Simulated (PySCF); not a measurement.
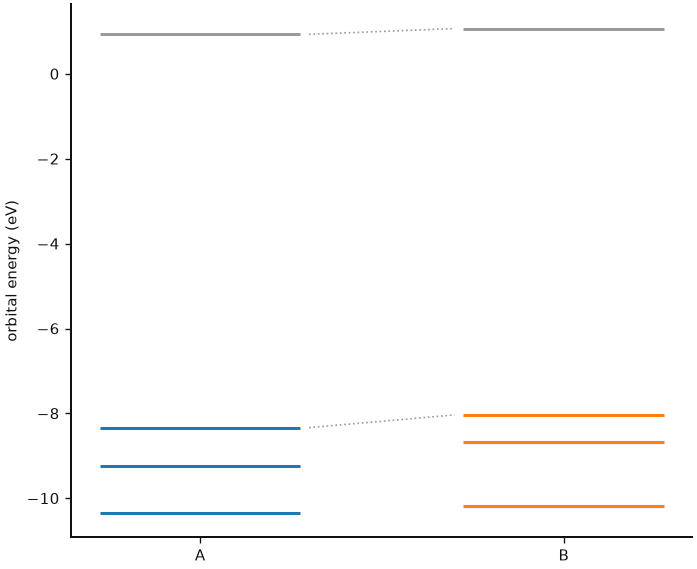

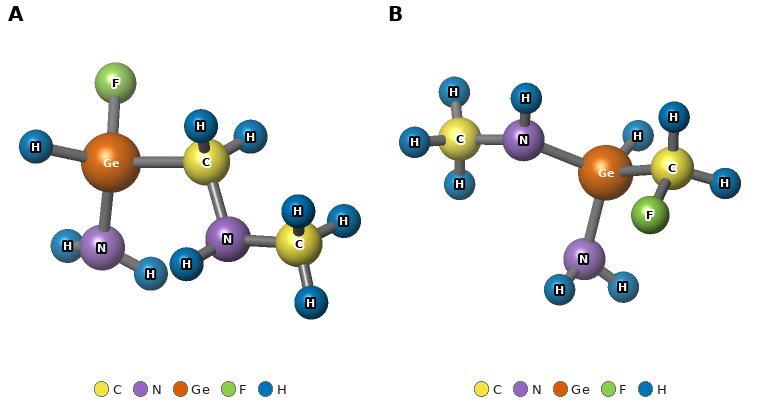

Related molecules: A is C₂H₉FGeN₂, SMILES CN[CH2][Ge@H]([NH2])[F], singlet; B is C₂H₉FGeN₂, SMILES C[NH][Ge@H]([NH2])[CH2]F, singlet. Frontier orbital energies, CAM-B3LYP/def2-SVPD, PySCF, at a GFN2-xTB geometry (no frequency check); drawn are at most three filled levels and, in grey, the LUMO with any level within 0.03 eV of it; dotted lines join the HOMOs and the LUMOs.

> What does the change do to the frontier levels?

From A to B the HOMO rises by 0.30 eV and the LUMO rises by 0.14 eV, so the separation goes from 9.27 to 9.10 eV.

Caveats, for all or some of the runs: empty levels above zero depend strongly on the basis; one conformer of a flexible molecule; the tight-binding geometry is rougher than a DFT one and adds to the error.
